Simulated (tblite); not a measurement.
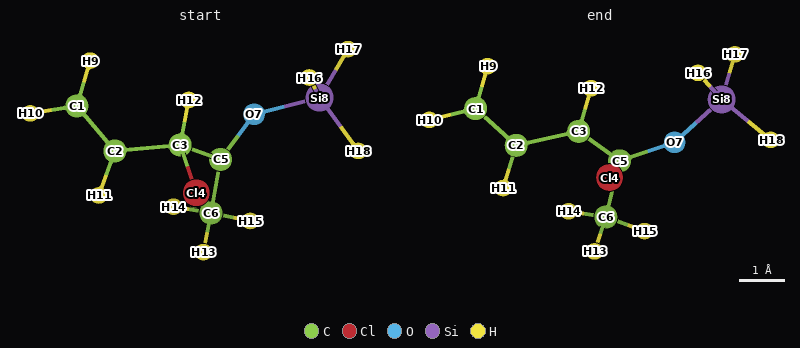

The structure of C₅H₁₀ClOSi (multiplicity 2) before (left) and after (right) a relaxation, at one scale.

A ball-and-stick model, seen at a tilt.

All numbers below come from tblite, GFN2-xTB geometry optimisation, gas phase. 

> What changed between the two?

The largest move after the best rigid fit is that of O7, 0.81 Å. Largest moves by element: O 0.81 Å, C 0.69 Å, H 0.66 Å, Cl 0.46 Å, Si 0.29 Å. Among the contacts that change: C3–Cl4 1.772 → 2.328 Å, C2–Cl4 2.685 → 2.954 Å, Cl4–C5 2.669 → 2.787 Å, C3–C5 1.497 → 1.384 Å. Bonds break, among them: C3–Cl4 (1.77 → 2.33 Å). Bond angles that change, for instance: C5–O7–Si8 118.2° → 139.0°, C2–C3–C5 113.0° → 123.7°, O7–Si8–H17 109.3° → 101.9°. Groups turn about O7–Si8 by about 60°, C5–O7 by about 55°, C5–C6 by about 25°. The energy falls by 0.554 eV in 111 geometry steps.
